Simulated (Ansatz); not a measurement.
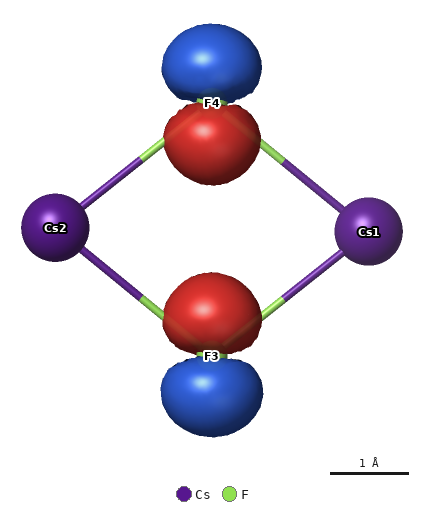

Figure. Cs$_{2}$F$_{2}$. The HOMO−1 at ±0.2 Å⁻³ᐟ² (blue and red are the two phases), seen across its widest extent.

Geometry: PBE0-D4/def2-TZVP; core potentials replace the inner electrons of Cs.

These are results of Ansatz 0.2.0, RKS PBE0-D4/def2-TZVP, not measurements.

```xyz
4

Cs   -0.6288    1.4283   -1.3136
Cs    0.6306   -1.4286    1.3123
F    -0.8420   -1.1328   -0.8285
F     0.8402    1.1332    0.8298
```

Q: What is the character of this orbital?

A: Its weight (Hirshfeld) is mainly on F3 (about 45 %) and F4 (about 45 %); it is symmetric in the molecular plane (an in-plane orbital: σ, lone-pair or in-plane π type); it is gerade (even under inversion); largely a combination of lone pairs on F3 and F4. Its energy is −6.93 eV.
